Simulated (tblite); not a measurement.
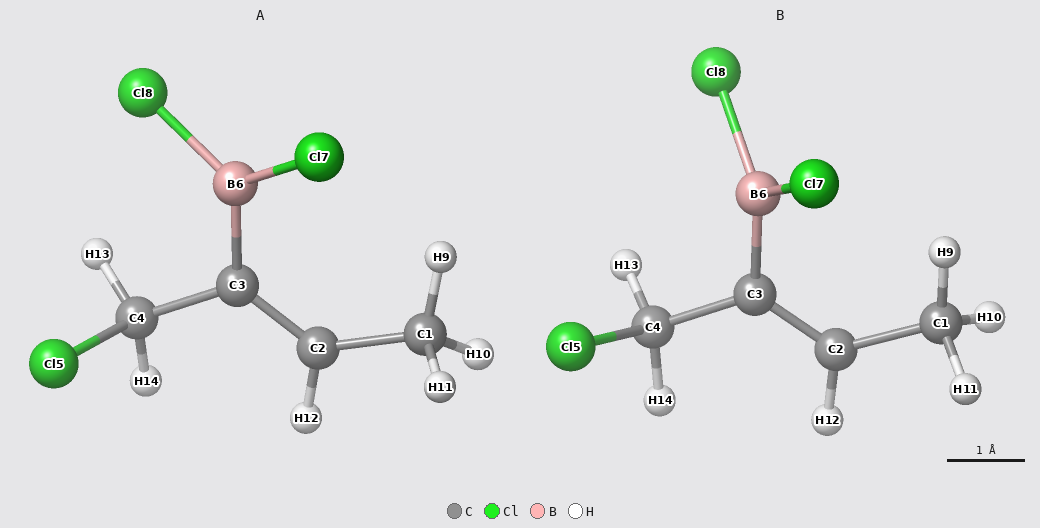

Two geometries of C$_{4}$H$_{6}$BCl$_{3}$, drawn at one scale. One is the start of a relaxation, the other its converged end. The picture is a ball-and-stick view, seen at a tilt.

These are results of GFN2-xTB geometry optimisation, gas phase in tblite 0.8.0, not measurements. 

Which geometry has the lower energy?

Answer. Structure A is the relaxed one. The energy falls by 11.8 kcal/mol in 98 geometry steps. The largest move after the best rigid fit is that of Cl8, 0.86 Å. By element the largest moves are Cl 0.86 Å, H 0.52 Å, C 0.16 Å, B 0.14 Å. Near-neighbour distances that change, for instance: B6–Cl7 1.844 → 1.720 Å, B6–Cl8 1.849 → 1.726 Å, C2–C3 1.305 → 1.344 Å, C4–H14 1.121 → 1.089 Å. Among the angles between lasting bonds that change: Cl5–C4–H13 112.2° → 106.1°, C1–C2–C3 123.2° → 128.5°, C3–C4–H13 106.7° → 112.0°. Groups turn about C3–B6 by about 30°. Cost: 0.82 s on 1 thread of Arm Neoverse V1, with other jobs on the host.
